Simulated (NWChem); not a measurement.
**Be2S2 ((BeS)2 ring): a first try and a second**

Aim: energy and one-electron properties of Be2S2 ((BeS)2 ring) at GAM/6-31G** (sfX2C, Cartesian functions).

The results are computed with NWChem 7.3.0.

2 further runs of the same task are left out: 2 set aside as unsound or not needed.

## (1) The structure to begin with

Be2S2 has 4 atoms, charge 0, and is taken as a singlet. The shape comes from GFN2-xTB, which is rough for such elements, and wasn't checked as a minimum.

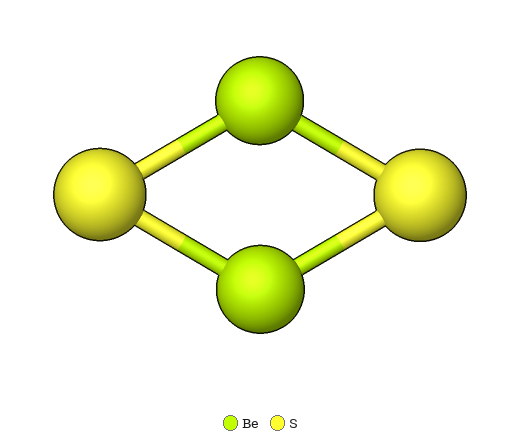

Viewed from a chosen angle; beryllium green, sulfur yellow.

## (2) The input as first written

Contents of sp.nw:

```
start sp
memory 2200 mb
charge 0
geometry units angstrom noautosym nocenter noautoz
   Be  -0.30917809   0.86632604  -1.63465089
   S    2.92523935   1.34486139   0.14913719
   Be   0.30906471  -0.86632604   1.63616267
   S   -2.92512597  -1.34486139  -0.15064897
end
basis cartesian
   * library 6-31G**
end
relativistic
   x2c on
end
dft
   xc gga_x_gam gga_c_gam
   grid fine
   convergence energy 1e-06
   maxiter 60
   mulliken
   noprint "final vectors analysis"
end
property
   mulliken
   dipole
end
task dft property
```

Started as:

```console
nwchem sp.nw > sp.out
```

What it wrote:

```text
Northwest Computational Chemistry Package (NWChem) 7.3.0
             --------------------------------------------------------

           Job information
           ---------------

    nwchem branch   = 7.3.0
    use scalapack   = T
    input           = sp.nw
    prefix          = sp.
    data base       = ./sp.db
    status          = startup
    nproc           =        1

           Memory information
           ------------------

    heap     =     72089596 doubles =      550.0 Mbytes
    stack    =     72089601 doubles =      550.0 Mbytes
    global   =    144179200 doubles =     1100.0 Mbytes (distinct from heap & stack)
    total    =    288358397 doubles =     2200.0 Mbytes
    verify   = yes
    hardfail = no

           Directory information
           ---------------------

  0 permanent = .
  0 scratch   = .

                                NWChem Input Module
                                -------------------

 Scaling coordinates for geometry "geometry" by  1.889725989
 (inverse scale =  0.529177249)

                             Geometry "geometry" -> ""
                             -------------------------

 Output coordinates in angstroms (scale by  1.889725989 to convert to a.u.)

[... 15 lines left out ...]
            Nuclear Dipole moment (a.u.)
[... 49 lines left out ...]
  convergence criterion.
[... 16 lines left out ...]
          Convergence on density requested:  1.00D-05
[... 19 lines left out ...]
          Spatial weights used:  Erf1
[... 3 lines left out ...]
          Convergence aids based upon iterative change in
[... 44 lines left out ...]
 x2c_1e_scalar: 1e energy :   -0.1256135E+04
[... 18 lines left out ...]
 1-e energy   =   -1256.135085
[... 26 lines left out ...]
   convergence    iter        energy       DeltaE   RMS-Dens  Diis-err    time
[... 13 lines left out ...]
      Calculation failed to converge
[... 2 lines left out ...]
         Total DFT energy =     -827.446604685418
[... 1 line left out ...]
           Coulomb energy =      429.805003357230
[... 1 line left out ...]
 Nuclear repulsion energy =       59.596919058576
[... 27 lines left out ...]
 center of mass
 --------------
 x =   0.00006001 y =   0.00000000 z =  -0.00080022

 moments of inertia (a.u.)
 ------------------
         638.592851597924        -881.078343474786        -132.662407149806
        -881.078343474786        2137.341352275384          45.161913744267
        -132.662407149806          45.161913744267        2421.371276365674

     Multipole analysis of the density
     ---------------------------------

     L   x y z        total         alpha         beta         nuclear
     -   - - -        -----         -----         ----         -------
     0   0 0 0     -0.000000    -20.000000    -20.000000     40.000000

     1   1 0 0     -0.025938     -0.014255     -0.014255      0.002571
[... 8 lines of this table left out ...]
     2   0 0 2    -24.037928    -51.506792    -51.506792     78.975657

 ------------------------------------------------------------------------
 hnd_property: energy failure                 555
 ------------------------------------------------------------------------
 ------------------------------------------------------------------------
  current input line :
    28: task dft property
 ------------------------------------------------------------------------
 ------------------------------------------------------------------------
 This type of error is most commonly associated with calculations not reaching convergence criteria
 ------------------------------------------------------------------------

0:hnd_property: energy failure:Received an Error in Communication
  Errorcode: 555
```

Wall time 26 s (1 thread of INTEL XEON PLATINUM 8581C at 2.30GHz (Emerald Rapids), shared host); peak memory 0.12 GiB.

## (3) Reading the log

The run stopped without converging.

The log says `This type of error is most commonly associated with calculations not reaching convergence criteria`. The cause is that the coordinates are read in the wrong unit, so the molecule is scaled by the ratio of bohr to ångström. As the program read them, the closest atoms are 3.72 Å apart, against 1.97 Å in the sound input.

## (4) Try two

Contents of sp.nw:

```
start sp
memory stack 880 mb heap 220 mb global 1100 mb

geometry units angstrom noautosym nocenter
 zmatrix
   Be
   S 1 r2
   Be 2 r3 1 a3
   S 3 r4 2 a4 1 d4
 variables
   r2 1.970953
   r3 1.976104
   a3 60.41256
   r4 1.971615
   a4 119.55241
   d4 0.02762
 end
end

basis
 * library 6-31G**
end

relativistic
 x2c on
end

dft
 xc gga_x_gam gga_c_gam
 grid fine
 convergence energy 1e-06
 mulliken
 print medium
end

property
 mulliken
 dipole
end

task dft property
```

Started as:

```console
nwchem sp.nw > sp.out
```

What it wrote:

```text
[...]
          Wavefunction type:  closed shell.
          No. of atoms     :     4
          No. of electrons :    40
[...]
          Charge           :     0
          Spin multiplicity:     1
[...]
          AO basis - number of functions:    68
[...]
              XC Information
              --------------
          Using LibXC version      7.1.2
                                         gga_x_gam  1.000
                                         gga_c_gam  1.000
[...]
 d= 0,ls=0.0,diis     1   -827.8861199410 -9.41D+02  2.03D-02  2.55D-01     0.9
[...]
 d= 0,ls=0.0,diis     7   -827.9601133785 -1.82D-08  9.98D-06  5.02D-08     4.6
         Total DFT energy =     -827.960113378510
      One electron energy =    -1367.132755641971
           Coulomb energy =      483.924240975385
    Exchange-Corr. energy =      -57.373463167021
 Nuclear repulsion energy =      112.621864455097
[...]
      Total Density - Mulliken Population Analysis
     ---------------------------------------------
    Atom       Charge   Shell Charges
 -----------   ------   -------------------------------------------------------
    1 Be   4     3.77   2.00  0.43  0.88  0.20  0.18  0.08
    2 S   16    16.23   2.00  2.00  5.98  1.29  3.05  0.53  1.30  0.08
    3 Be   4     3.77   2.00  0.43  0.88  0.20  0.18  0.08
    4 S   16    16.23   2.00  2.00  5.98  1.29  3.05  0.53  1.30  0.08
[...]
   Dipole moment        0.0024139746 Debye(s)
             DMX       -0.0004607243 DMXEFC        0.0000000000
             DMY       -0.0015497281 DMYEFC        0.0000000000
             DMZ        0.0017925817 DMZEFC        0.0000000000
   -EFC- dipole         0.0000000000 DEBYE(S)
   Total dipole         0.0024139746 DEBYE(S)
[...]
```

Wall time 5.1 s (1 thread of INTEL XEON PLATINUM 8581C at 2.30GHz (Emerald Rapids), shared host); peak memory 0.12 GiB.

Atomic charges (e):

| atom | Mulliken | Löwdin |
| --- | --- | --- |
| Be1 | +0.232 | -0.060 |
| S2 | -0.232 | +0.060 |
| Be3 | +0.232 | -0.060 |
| S4 | -0.232 | +0.060 |

## (5) What came out

At GAM/6-31G** (sfX2C, Cartesian functions):

| quantity | value |
| --- | --- |
| total energy | -827.96011 Eh |
| dipole moment | 0.00 D |
| HOMO energy | -5.65 eV |
| LUMO energy | -3.31 eV |
| HOMO–LUMO gap | 2.34 eV |
